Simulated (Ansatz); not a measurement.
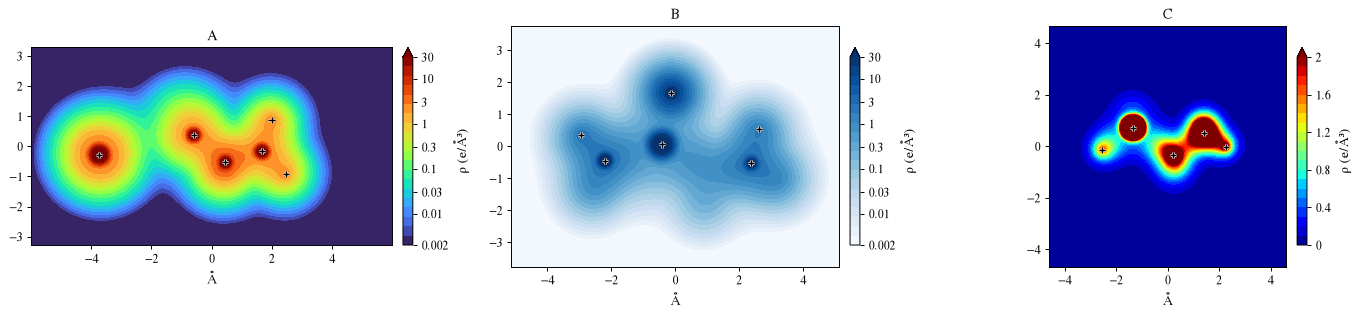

The total electron density of 3 systems, each on a plane through atoms (crosses mark nuclei in the plane).

Method: RKS B3LYP/def2-SVP in Ansatz.

System 1: C2H3BClNO2, the plane of atoms H8, C1 and H9. 

```xyz
10

C    -0.3714   -1.8084    1.3486
N    -0.6848   -0.6956    0.8332
C    -0.1828   -0.2716   -0.3922
O    -0.4555   -0.7292   -1.4627
O     0.6602    0.7957   -0.2082
B     0.6653    2.0036   -0.8330
Cl   -0.6826    2.5609   -1.8134
H    -0.8512   -2.1201    2.2872
H     0.3689   -2.4980    0.9043
H     1.6170    2.7116   -0.6607
```

System 2: C3H8FNSi, the plane of atoms Si3, C5 and H13. 

```xyz
14

C    -1.6852   -0.3604   -1.3929
C    -0.3494    0.3614   -1.1432
Si    0.6309   -0.3049    0.2975
F     0.9419   -1.8820   -0.0084
C     1.7544    0.5336    1.4930
N     0.3395    0.1888    1.8928
H    -2.3600   -0.2722   -0.5259
H    -2.2092    0.0656   -2.2634
H    -1.5335   -1.4337   -1.5894
H    -0.5113    1.4357   -0.9516
H     0.2918    0.2985   -2.0406
H     2.0034    1.6057    1.5159
H     2.5561   -0.0817    1.9351
H     0.1176   -0.1836    2.8098
```

System 3: CH8ClNSi2 (SMILES NC([SiH3])[SiH2]Cl), the plane of atoms C2, N1 and H7. 

```xyz
13

N    -1.0298    0.6460   -1.1122
C    -0.6530    0.1147    0.2020
Si    0.6076    1.2949    1.0129
Si   -2.1875   -0.1942    1.2632
Cl   -3.0694    1.5618    1.9584
H    -0.2188    0.7507   -1.7224
H    -1.6846    0.0323   -1.5982
H    -0.1537   -0.8866    0.1791
H     1.0918    0.7059    2.2971
H     0.0316    2.6441    1.2579
H     1.7667    1.4269    0.0769
H    -1.8172   -1.0236    2.4423
H    -3.2069   -0.9063    0.4401
```

**Match each panel to its system.**

Panel A is system 1, C2H3BClNO2: the plane holds C, N, Cl and H. C–N (1.27 Å): ρ is about 2.8 e/Å³ halfway. Panel B is system 2, C3H8FNSi: the plane holds C, Si, F and H. Si–F (1.64 Å): ρ at the midpoint is about 0.96 e/Å³. Panel C is system 3, CH8ClNSi2: the plane holds N, C, Si and H. C–N (1.47 Å): the density is about 1.8 e/Å³ at the midpoint.
